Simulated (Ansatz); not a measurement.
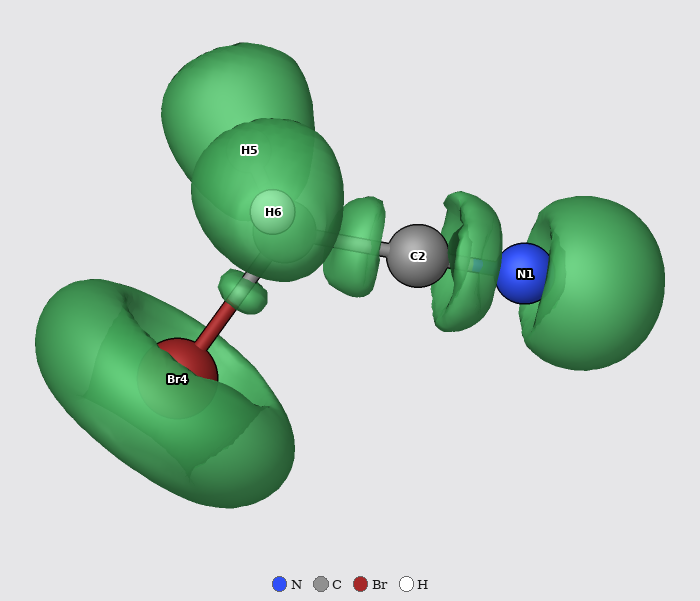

Figure 1: C2H2BrN. Isosurface of the ELF at 0.8 (green), seen at a tilt. Only the valence region is drawn (cores and ρ < 0.01 e/Å³ removed).

Geometry: PBE0-D4/def2-TZVP.

Computed with Ansatz, RKS PBE0-D4/def2-TZVPP.

Input file:

```
crystal:
  periodic: [false, false, false]
  atoms:
    - {symbol: N, position_ang: [0.466249, -1.957080, 0.836230]}
    - {symbol: C, position_ang: [0.272941, -0.905042, 0.416290]}
    - {symbol: C, position_ang: [0.051459, 0.425423, -0.099646]}
    - {symbol: Br, position_ang: [-1.556717, 0.505151, -1.181850]}
    - {symbol: H, position_ang: [0.881575, 0.732352, -0.732965]}
    - {symbol: H, position_ang: [-0.073406, 1.135197, 0.715841]}
basis:
  gaussian: {orbitals: def2-TZVPP}
hamiltonian: {xc: pbe0, dispersion: d4}
output: {orbitals: {seedname: orbitals}}
```

Command:

```sh
ansatz run in.yaml --threads 2 --pin off --events-out ev --progress --plain --max-ram 4352MiB
```

Question: What do the ELF domains correspond to?

Answer: The ELF exceeds this value in one region between bonded Br–C atoms (shared pairs), one region between bonded C–C atoms (shared pairs), one region between bonded C–N atoms (shared pairs), two regions around hydrogen nuclei, one ring or bowl of non-bonding electrons around Br and one lobe on N, pointing away from the bonds (lone pairs). Profiles from the grid: C–N (1.15 Å): the ELF peaks at about 0.85 between the atoms (a short, multiple covalent bond). C–C (1.44 Å): the ELF peaks at about 0.95 between the atoms (a covalent bond).
